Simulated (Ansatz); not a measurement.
# InRh (Pm-3m): relaxing the cell for a phonon run

Task: relax InRh (Pm-3m) tightly.

Program: Ansatz 0.2.0. Level of theory: DFT PBEsol, scalar-relativistic, plane waves, PAW; PAW set soft_1. Results are calculated unless marked as measured.

## Step 1: Set-up

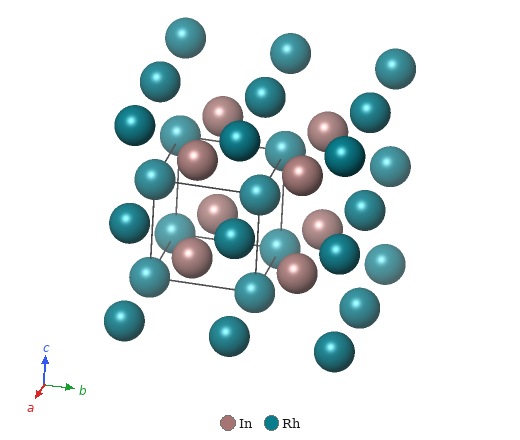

Start, viewed from a free direction; indium brown, rhodium blue. 2×2×2 cells are drawn. Some periodic images of atoms are drawn too.

Structure file:

```cif
data_structure
_symmetry_space_group_name_H-M 'Pm-3m'
_symmetry_Int_Tables_number 221
_cell_length_a 3.1960
_cell_length_b 3.1960
_cell_length_c 3.1960
_cell_angle_alpha 90.000
_cell_angle_beta 90.000
_cell_angle_gamma 90.000
_cell_volume 32.65
loop_
_atom_site_label
_atom_site_type_symbol
_atom_site_symmetry_multiplicity
_atom_site_Wyckoff_symbol
_atom_site_fract_x
_atom_site_fract_y
_atom_site_fract_z
_atom_site_occupancy
In1 In 1 b 0.50000 0.50000 0.50000 1
Rh1 Rh 1 a 0.00000 0.00000 0.00000 1
```

## Step 2: Probe on a coarse mesh

First a cheap look: the gap decides the mesh and the occupations, the pressure tells how far the cell has to move.

The input, input.yaml:

```yaml
crystal:
  lattice:
    - [3.196, 0.0, 0.0]
    - [0.0, 3.196, 0.0]
    - [0.0, 0.0, 3.196]
  atoms:
    - { symbol: In, position: [0.5, 0.5, 0.5] }
    - { symbol: Rh, position: [0.0, 0.0, 0.0] }
kpoints:
  mp_grid: { grid: [6, 6, 6] }
hamiltonian:
  xc: pbesol
  pseudopotentials: { kind: paw, azcp: { folder: soft_1 }, xc_functional: pbe }
scf:
  occupations: { method: gaussian, width: 0.1 }
output:
  forces: true
  stress: true
  eigenvalues: true
```

Run with:

```console
$ ansatz run input.yaml --threads 4 --pin off --max-ram 10240MiB --backend cpu --events-out ev --progress --plain --runs-dir out
```

Numbers of over 12 decimals in the logs are rounded to 6 here.

The log of the run:

```text
Engine: ansatz 0.2.0, aarch64-unknown-linux-gnu
Pseudopotentials: kind: paw
Pseudopotential: In, paw, valence charge 13, recommended cutoff 420 eV (normal), soft_1/In.paw.azcp
Pseudopotential: Rh, paw, valence charge 17, recommended cutoff 420 eV (normal), soft_1/Rh.paw.azcp
Functional definition: PBEsol
  exchange = pbesol_x
  correlation = pbesol_c
Crystal: 2 atoms, lattice volume = 32.645 Å³
[...]
--- Band table (eV; the first three rows and the last of 20) ---
  k-point 0: bands = [... 11 lower, 14.6991, 16.8734, 16.8734, 16.8734, 22.6756, 22.6756, 22.6756, 29.0698]
  k-point 1: bands = [... 11 lower, 14.7180, 16.4296, 16.4296, 16.8443, 20.5728, 23.7024, 23.7024, 29.3464]
  k-point 2: bands = [... 11 lower, 14.6884, 15.7491, 15.7491, 16.7859, 18.4555, 26.1244, 26.1244, 28.6139]
  k-point 19: bands = [... 11 lower, 13.3081, 17.6275, 17.6275, 18.3852, 22.3862, 22.3862, 22.3862, 23.7899]
[key lines of the parts left out:]
SCF converged after 7 iterations
Free energy (F): -11865.122780 eV
Fermi energy:    18.038882 eV
P = ⅓ Tr σ = -1.2022 GPa (-12.022 kbar)
```

Run time: 0.57 s. Hardware: 4 threads of Arm Neoverse V1, shared host; peak memory 0.28 GiB.

Numbers from this step:

- pressure: -1.202 GPa
- volume per atom: 16.32 Å³
- gap on the k-mesh: 0 eV

The coarse mesh shows no gap and a pressure of -1.2 GPa.

## Step 3: Relaxation

The cell and atoms are relaxed, since residual forces and stress would shift the frequencies.

Edit input.yaml of step 2 so:

```diff
@@ -9,3 +9,3 @@
 kpoints:
-  mp_grid: { grid: [6, 6, 6] }
+  mp_grid: { grid: [14, 14, 14] }
 hamiltonian:
@@ -19 +19,6 @@
   eigenvalues: true
+relax:
+  adjacent_minimum: "off"
+  f_tol: 0.005
+  max_steps: 80
+  cell: { stress_tol: 0.05 }
```

The log of the run:

```text
[...]
Crystal: 2 atoms, lattice volume = 32.645 Å³
Basis set: ecut = 420 eV, 619 PW (Γ), exchange–correlation on 48×48×48 points (8 copies of the dense FFT grid, shifted against one another)
Bands: 19, of which v1, the nominal top of the filled ones, is band 15 counted from 1 (14 counted from 0)
Symmetry: 48 space group operations
[...]
k-points: 120 of 2744
[...]
SCF iter   1: F=—  HF=-11866.086744 eV  |F-HF|=—  |Δ(HF+E_count)|=         —  Δρ=1.12e-1  dr2=4.96e0  ethr=3.10e-3  ⟨swp⟩=5.2  Hψ=9694  notcnv=0
[...]
SCF iter   7: F=-11865.127653 eV  HF=-11865.127653 eV  |F-HF|=9.86e-9  |Δ(HF+E_count)|=   1.27e-8  Δρ=7.35e-6  dr2=1.37e-8  ethr=3.33e-10  ⟨swp⟩=5.5  Hψ=9349  notcnv=0
SCF 1 converged in 7 iterations: F = -11865.127653 eV  dr2 = 1.37e-8
[...]
relax step   1: F+E_penalty+E_count = -11865.12765283 eV  Δ(F+E_penalty+E_count) = +0.000e0 eV  max|allowed force component| = 3.484e-30 eV/Å  Δτ_max = 0.0000 Å  P = -1.131 GPa  Ω = 32.645 Å³  (7 SCF iters, dr2 threshold 1.00e-7 eV, accepted)
Crystal: 2 atoms, lattice volume = 32.125 Å³
[...]
iter 1 solved again at ethr=2.70e-6 eV; its pass at ethr=3.10e-3 eV (dr2=8.10e-4 eV) is discarded
[...]
SCF iter   6: F=-11865.126979 eV  HF=-11865.126979 eV  |F-HF|=1.82e-12  |Δ(HF+E_count)|=  6.91e-11  Δρ=3.31e-7  dr2=1.02e-11  ethr=4.18e-12  ⟨swp⟩=1.2  Hψ=6462  notcnv=0
SCF 2 converged in 6 iterations: F = -11865.126979 eV  dr2 = 1.02e-11
relax step   2: F+E_penalty+E_count = -11865.12697867 eV  Δ(F+E_penalty+E_count) = +6.742e-4 eV  max|allowed force component| = 1.972e-30 eV/Å  Δτ_max = 0.0000 Å  P = +1.691 GPa  Ω = 32.125 Å³  energy of the carried Pulay correction = +1.596e-4 eV  (6 SCF iters, dr2 threshold 2.00e-7 eV, rejected (line search))
Crystal: 2 atoms, lattice volume = 32.435 Å³
[...]
SCF iter   6: F=-11865.128480 eV  HF=-11865.128480 eV  |F-HF|=7.28e-12  |Δ(HF+E_count)|=  1.46e-11  Δρ=2.39e-7  dr2=1.09e-11  ethr=1.00e-12  ⟨swp⟩=4.5  Hψ=10465  notcnv=0
SCF 3 converged in 6 iterations: F = -11865.128480 eV  dr2 = 1.09e-11
relax step   3: F+E_penalty+E_count = -11865.12847972 eV  Δ(F+E_penalty+E_count) = -8.269e-4 eV  max|allowed force component| = 1.657e-29 eV/Å  Δτ_max = 0.0000 Å  P = -0.022 GPa  Ω = 32.435 Å³  energy of the carried Pulay correction = +6.429e-5 eV  (6 SCF iters, accepted)
[...]
SCF iter   8: F=-11865.128420 eV  HF=-11865.128420 eV  |F-HF|=3.64e-12  |Δ(HF+E_count)|=    0.00e0  Δρ=4.41e-11  dr2=4.64e-19  ethr=1.00e-12  ⟨swp⟩=1.5  Hψ=5185  notcnv=0
SCF 4 converged in 8 iterations: F = -11865.128420 eV  dr2 = 4.64e-19
relax step   4: F+E_penalty+E_count = -11865.12841963 eV  Δ(F+E_penalty+E_count) = +6.009e-5 eV  max|allowed force component| = 7.205e-29 eV/Å  Δτ_max = 0.0000 Å  P = -0.020 GPa  Ω = 32.435 Å³  stress off target by 2.03e-2 GPa  SCF on the basis re-selected at this cell (its energy is not comparable with the rows above)  (8 SCF iters)
basis re-selected at this cell: Δ(F+E_penalty+E_count) = +6.009e-5 eV, ΔP = +0.002 GPa vs the last step (what re-selecting the basis moved, of the pressure what is left beyond the Pulay correction that the steps carried, after the strain that the cell walked since its last selection, with what the two solves' SCF thresholds leave and, on support functions, any second-order correction that the steps lacked; it is no m [...]
SCF converged after 8 iterations
Free energy (F): -11865.128420 eV
[...]
Internal energy: -11865.122068 eV  (E = F + TS)
E sigma→0 (E₀):  -11865.125244 eV
Entropy (-TS):   -0.006352 eV (-3.176 meV/atom)
Fermi energy:    18.275675 eV
[...]
--- Stress (GPa, compression-positive) ---
       -0.020260       0.000000       0.000000
        0.000000      -0.020260       0.000000
        0.000000       0.000000      -0.020260
  P = ⅓ Tr σ = -0.0203 GPa (-0.203 kbar)
--- Band table (eV; the first three rows and the last of 120) ---
  k-point 0: bands = [... 11 lower, 14.8333, 17.0289, 17.0289, 17.0289, 22.8378, 22.8378, 22.8378, 29.3166]
  k-point 1: bands = [... 11 lower, 14.8465, 16.9310, 16.9310, 17.0230, 22.3095, 23.0434, 23.0434, 29.5330]
  k-point 2: bands = [... 11 lower, 14.8602, 16.6806, 16.6806, 17.0063, 21.1551, 23.6169, 23.6169, 29.5832]
  k-point 119: bands = [... 11 lower, 13.4218, 17.7949, 17.7949, 18.5568, 22.5543, 22.5543, 22.5543, 23.9800]
--- Relaxed structure (3 steps of the walk, 2 accepted, 1 SCFs on fresh bases) ---
  F+E_penalty+E_count = -11865.12841963 eV   max|allowed force component| = 7.205e-29 eV/Å   (the final SCF, on the basis selected at the relaxed cell)
  cell:  # Å, volume = 32.4348 Å³
    - [3.189116, 0, 0]
    - [0, 3.189116, 0]
    - [0, 0, 3.189116]
  atoms:
    - { symbol: In, position: [0.500000, 0.500000, 0.500000] }
    - { symbol: Rh, position: [0, 0, 0] }
```

Run time: 5.5 s. Hardware: 4 threads; peak memory 0.38 GiB; 19 s of CPU time.

The steps of the relaxation:

```csv
step,energy less that of the first step (eV),largest force component (eV/Å),pressure (GPa),volume (Å³)
1,0.0000,0.0000,-1.13,32.65
2,0.0007,0.0000,1.69,32.13
3,-0.0008,0.0000,-0.02,32.43
4*,-0.0008,0.0000,-0.02,32.43
```

Relaxation steps marked * repeat the geometry before them on a plane-wave basis chosen anew for their cell, so energy and pressure can jump there. Relaxation step 2 was tried and not accepted.

The run keeps the 48 symmetry operations that it works with, so distortions that break them were not tested.

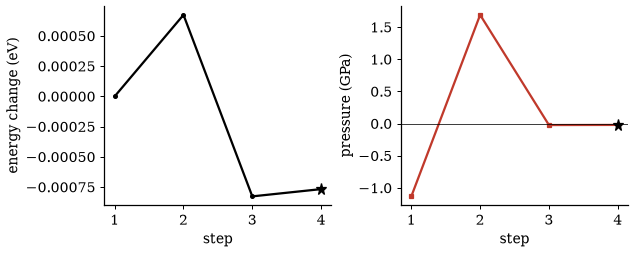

Energy and pressure along the relaxation. Stars mark steps on a basis chosen anew.

```csv
"conventional cell, symmetrised",before,after,change
a (Å),3.196,3.189,-0.2 %
b (Å),3.196,3.189,-0.2 %
c (Å),3.196,3.189,-0.2 %
volume (Å³/atom),16.32,16.22,-0.6 %
```

The relaxed structure:

```xyz
2
Lattice="3.1891 0.0000 0.0000 0.0000 3.1891 0.0000 0.0000 0.0000 3.1891" Properties=species:S:1:pos:R:3 pbc="T T T"
In    1.5946    1.5946    1.5946
Rh    0.0000    0.0000    0.0000
```

This step gave:

* pressure: -0.02026 GPa
* volume per atom: 16.22 Å³

In this step the volume went from 16.32 to 16.22 Å³/atom.

## Step 4: Relaxing to small forces for the phonons

Phonons need a cell at rest on their own settings, so the relaxation is repeated with tight tolerances on forces and stress, using the mesh and the filling of the phonon run that follows.

The input, input.yaml:

```yaml
crystal:
  lattice:
    - [3.1891157235, 0.0, 0.0]
    - [0.0, 3.1891157235, 0.0]
    - [0.0, 0.0, 3.1891157235]
  atoms:
    - { symbol: In, position: [0.5, 0.5, 0.5] }
    - { symbol: Rh, position: [0.0, 0.0, 0.0] }
kpoints:
  mp_grid: { grid: [16, 16, 16] }
hamiltonian:
  xc: pbesol
  pseudopotentials: { kind: paw, azcp: { folder: soft_1 }, xc_functional: pbe }
scf:
  occupations: { method: methfessel_paxton, width: 0.2 }
output:
  forces: true
  stress: true
  eigenvalues: true
  write_density: true
  write_potential: true
  elf: true
  volumetric_format: npy
relax:
  adjacent_minimum: "off"
  f_tol: 0.001
  max_steps: 60
  cell: { stress_tol: 0.01 }
```

The log of the run:

```text
[...]
Crystal: 2 atoms, lattice volume = 32.435 Å³
Basis set: ecut = 420 eV, 619 PW (Γ), exchange–correlation on 48×48×48 points (8 copies of the dense FFT grid, shifted against one another)
Bands: 19, of which v1, the nominal top of the filled ones, is band 15 counted from 1 (14 counted from 0)
[... 1 set-up line as in the run before ...]
[...]
k-points: 165 of 4096
[...]
k-point 164: bands = [... 11 lower, 13.4257, 17.8028, 17.8028, 18.5595, 22.5584, 22.5584, 22.5584, 23.9854]
--- Relaxed structure (3 steps of the walk, 2 accepted, 1 SCFs on fresh bases) ---
[...]
cell:  # Å, volume = 32.4303 Å³
    - [3.188969, 0, 0.0]
    - [0, 3.188969, 0]
    - [0.0, 0, 3.188969]
  atoms:
    - { symbol: In, position: [0.5, 0.5, 0.5] }
    - { symbol: Rh, position: [0, 0, 0] }
[key lines of the parts left out:]
SCF converged after 4 iterations
Free energy (F): -11865.125523 eV
Fermi energy:    18.284241 eV
P = ⅓ Tr σ = -0.0001 GPa (-0.001 kbar)
```

The job ended after 6.5 s (4 threads; peak memory 0.4 GiB).

Little changed from the start: no atom moved by 0.005 Å and no cell edge by 0.1 %.

This step gave:

* pressure: -8.66e-5 GPa

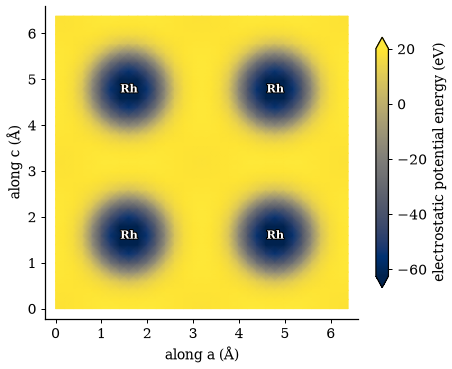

Electrostatic potential energy in the ac plane at fractional y = 0.000, with atoms of Rh within 0.2 Å of it. With pseudopotentials it is smooth inside the atoms' cores, unlike the true potential. The map starts off the cell's origin, so that atoms lie inside it.

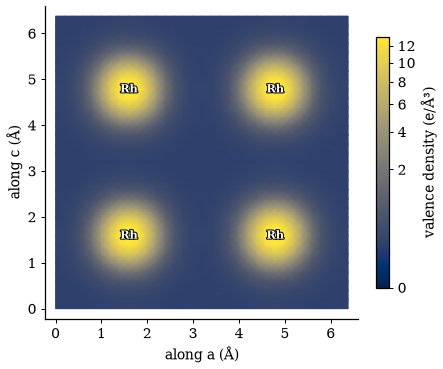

Valence density in the ac plane at fractional y = 0.000, with atoms of Rh within 0.2 Å of it. It is the smooth field of the valence electrons, not physical close to the nuclei. The map starts off the cell's origin, so that atoms lie inside it. The colour scale is stretched toward low values.

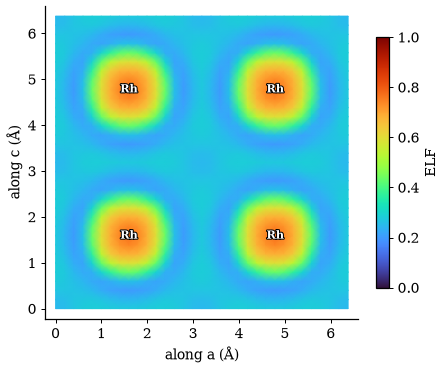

ELF in the ac plane at fractional y = 0.000, with atoms of Rh within 0.2 Å of it. It is the smooth field of the valence electrons, not physical close to the nuclei. The map starts off the cell's origin, so that atoms lie inside it.

The forces vanish by symmetry and the pressure is 0.000 GPa, within the tolerances set. The cell now holds 16.22 Å³/atom.

## Step 5: What came out

| Property | Result |
| --- | --- |
| space group after relaxation (within 0.01 Å) | Pm-3m |
| lattice constant a | 3.189 Å |
| lattice constant b | 3.189 Å |
| lattice constant c | 3.189 Å |
| volume per atom | 16.2 Å³ |

The forces vanish by symmetry and the pressure is 0.000 GPa, within the tolerances set. The cell now holds 16.22 Å³/atom. The relaxation keeps the symmetry of its start, so it says nothing on stability against lower symmetry. The PAW files were made for PBE and serve the other functionals too.

[Logs are printed without paths, hosts, clocks, repeated set-up lines and the standing remarks that a program may print on its own settings, such as how far it seeks lower states.]

[Hosts, paths, dates, database ids (printed as entryN), source tags and the programs' standing remarks are cut or masked in the printed files.]
